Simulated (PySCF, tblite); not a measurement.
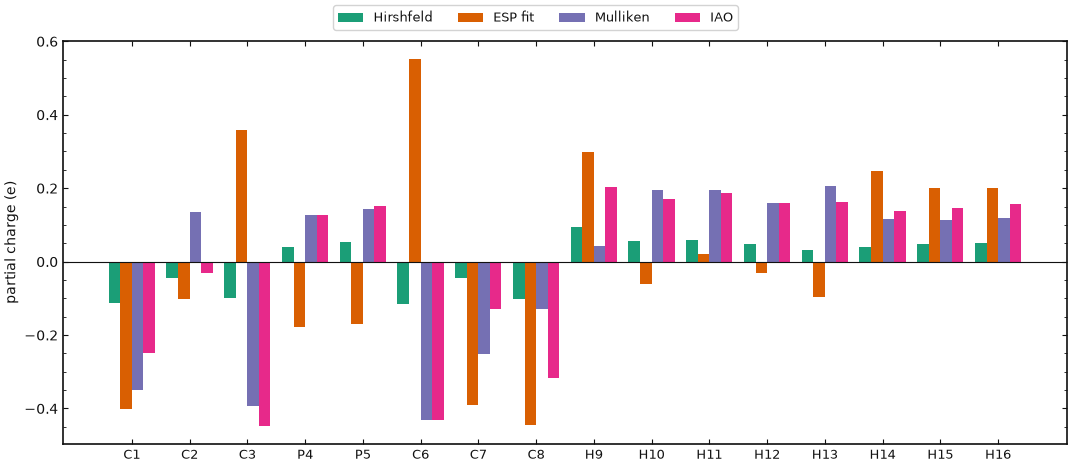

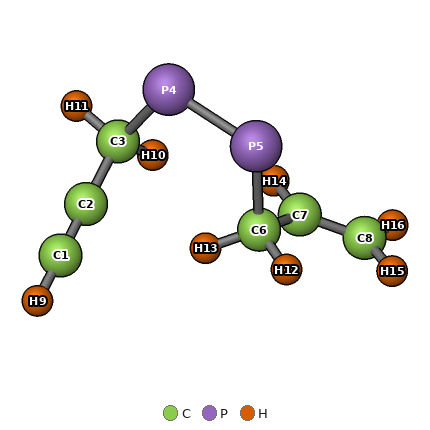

Atomic charges of C₆H₈P₂, SMILES C#CC/P=P\CC=C by 4 schemes, PBE0/pcSseg-1 in PySCF 2.14.0, at a GFN2-xTB geometry (a minimum by its frequencies).

Which atom is the most negative in each scheme?

Hirshfeld: C6 (−0.12 e) and C1 (−0.11 e); ESP fit: C8 (−0.45 e); Mulliken: C6 (−0.43 e); IAO: C3 (−0.45 e).

On which atom do the schemes disagree most?

On C6: Hirshfeld −0.12, ESP fit 0.55, Mulliken −0.43, IAO −0.43 e.

Caveats: the tight-binding geometry is rougher than a DFT one and adds to the error; one conformer of a flexible molecule.
